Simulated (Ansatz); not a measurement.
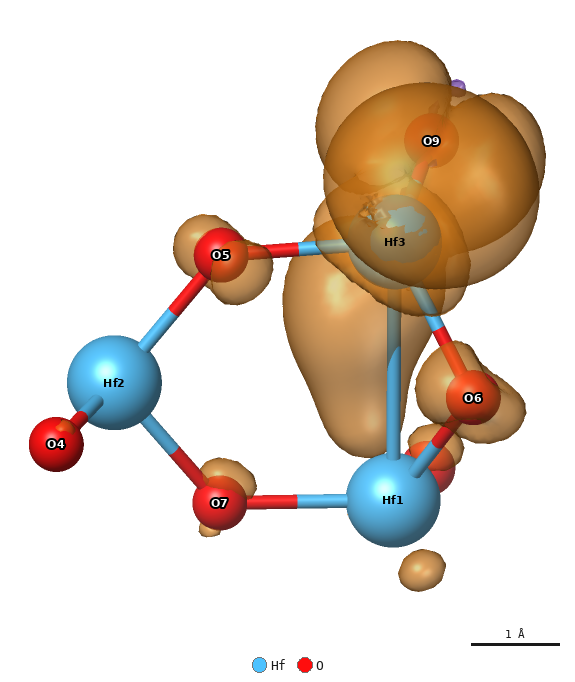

The picture shows: Hf₃O₆ (triplet). Isosurfaces of the spin density at +0.02 (orange) and −0.02 e/Å³ (purple), seen at a tilt.

Geometry: PBE-D4/def2-SVP; core potentials replace the inner electrons of Hf.

These are results of UKS PBE0-D4/def2-TZVP in Ansatz 0.2.0, not measurements.

```yaml
atoms:
  - { symbol: Hf, position_ang: [0.3415, -1.8706, 0.2861] }
  - { symbol: Hf, position_ang: [-1.9471, 0.7233, -0.6629] }
  - { symbol: Hf, position_ang: [1.3658, 1.1867, 0.6297] }
  - { symbol: O, position_ang: [-3.2652, 1.0365, 0.5258] }
  - { symbol: O, position_ang: [-0.4011, 1.7854, -0.0570] }
  - { symbol: O, position_ang: [1.2797, -0.6000, 1.4911] }
  - { symbol: O, position_ang: [-1.3861, -1.1442, -0.3767] }
  - { symbol: O, position_ang: [1.3489, -2.4967, -1.1450] }
  - { symbol: O, position_ang: [2.6636, 1.3796, -0.6910] }
```

**Which atoms carry the spin?**

The unpaired spin (2 electrons) lies mostly on O9 (about 0.9), Hf3 (about 0.8) and Hf1 (about 0.1), in electrons by Hirshfeld's partition.
